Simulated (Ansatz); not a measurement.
**BH₄NO₂···HF···HF: density, localisation and related maps**

```xyz
12

B    -0.4861    0.1138   -0.8914
N     0.8083   -0.6436   -0.7787
O    -1.7078   -0.4862   -0.7814
O    -0.3936    1.4379   -1.1907
H    -0.1491    0.7547    2.1271
F    -0.9580    0.7492    1.7046
H     1.6482   -0.4492    1.3572
F     1.8020   -0.1837    2.2219
H     0.7869   -1.6267   -1.0368
H     1.5909   -0.1800   -1.2350
H    -1.6888   -1.3602   -0.3767
H    -1.2527    1.8740   -1.1200
```

Not at a stationary point (largest force 1.5 eV/Å).

Level of theory: Ansatz, RKS B3LYP/def2-SVP.

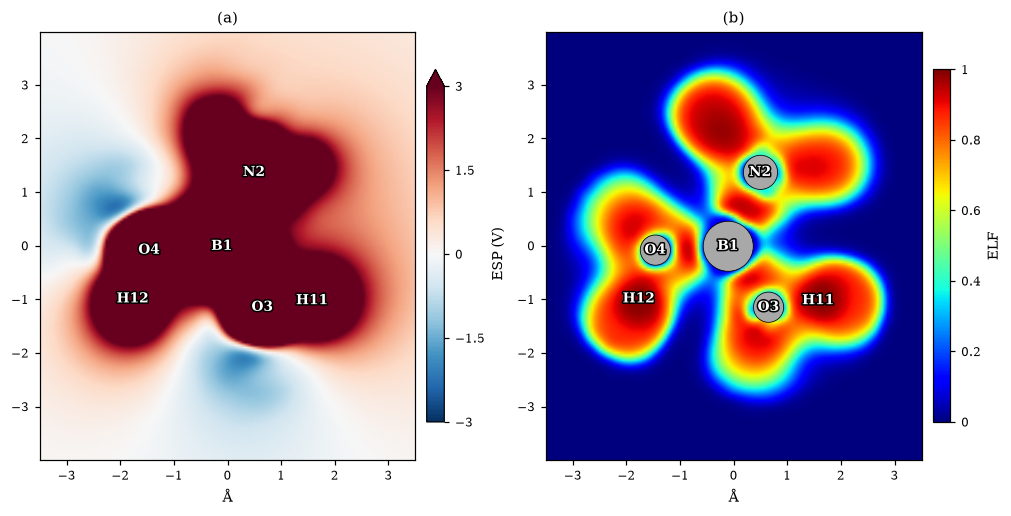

Figure 1. (a) electrostatic potential; (b) ELF on the plane of atoms N2, B1 and O4. Grey discs cover the atomic cores in the ELF map.

Describe what can be read from this map.

- The plane passes through B, N, O and H nuclei.
- B–O (1.36 Å): the ELF peaks at about 0.95 between the atoms, as expected for a polar covalent bond.
- B–N (1.50 Å): the ELF peaks at about 0.95 between the atoms; a shared but strongly polarised pair.
- O–H (0.96 Å): the ELF climbs to about 1 towards the hydrogen, as it does in any bond to H (a covalent bond by its length).
- The ELF also peaks beside O3 and O4, away from the bonds: lone-pair regions.
- Outside the dense part of the complex the potential is most negative (−2.2 V) near O4.

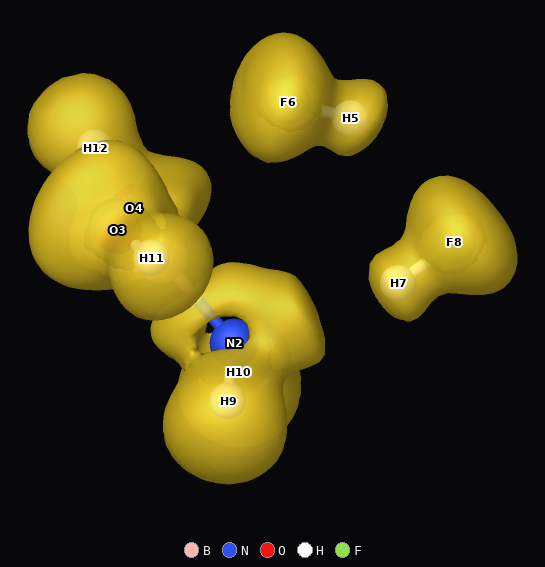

Figure 2. Isosurface of the electron localisation function at 0.75 (yellow), seen across its widest extent. Core shells and regions of very low density are left out.

What do the ELF domains correspond to?

The surface consists of two joined regions spread over several atoms (F, H), in which their bonds and any lone pairs are merged, one joined region spread over several atoms (H, N), in which their bonds and any lone pairs are merged and two joined regions spread over several atoms (H, O), in which their bonds and any lone pairs are merged.


B1···F6 (2.71 Å): the ELF dips to about 0.05 between them.

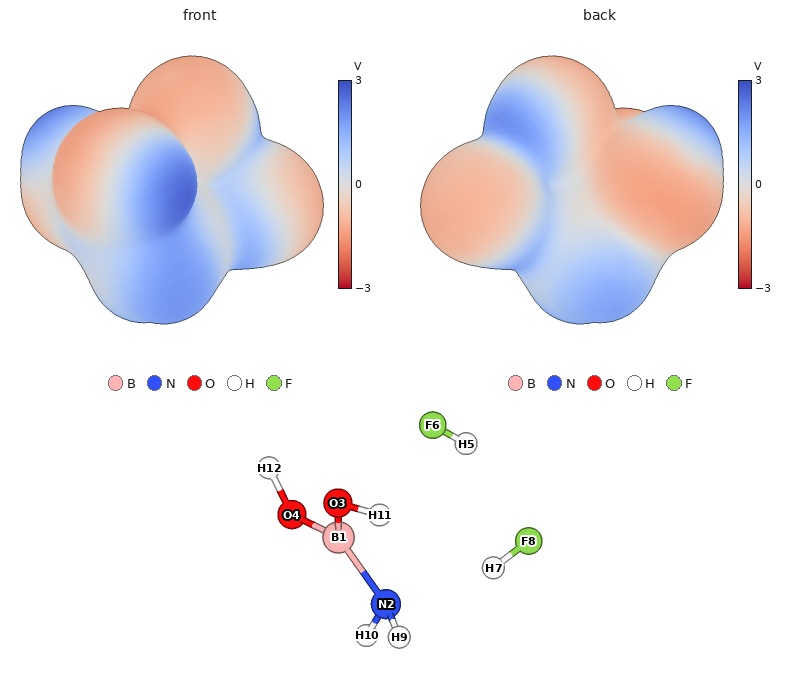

Figure 3. The molecular electrostatic potential painted on the density surface at 0.002 e/bohr³, seen from the front and from behind; red is negative and blue positive. The bare structure is drawn below in the same view.

Which sites attract a positive test charge, and which a negative one?

A positive charge is drawn to the negative regions and a negative charge to the positive ones. The most negative region (about −1.4 V, or −32 kcal/mol for a unit charge) lies over O3, O4 and F6, the most positive (about +2.5 V, or +58 kcal/mol for a unit charge) over H11.

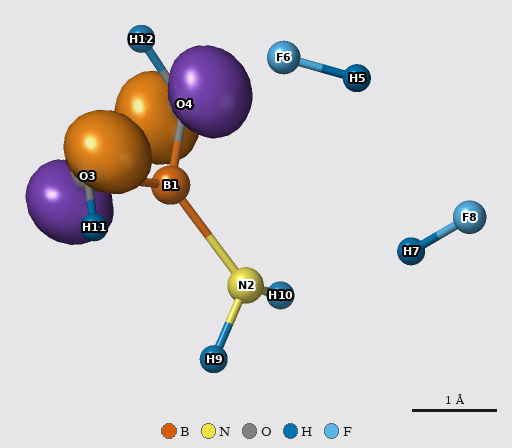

Figure 4. The HOMO−1 at ±0.3 Å⁻³ᐟ² (orange and purple are the two phases), seen at a tilt.

Where does this orbital lie, and at what energy?

Its weight (Hirshfeld) is mainly on O4 (about 45 %) and O3 (about 40 %); largely a combination of lone pairs on O4 and O3. Its energy is −8.55 eV.
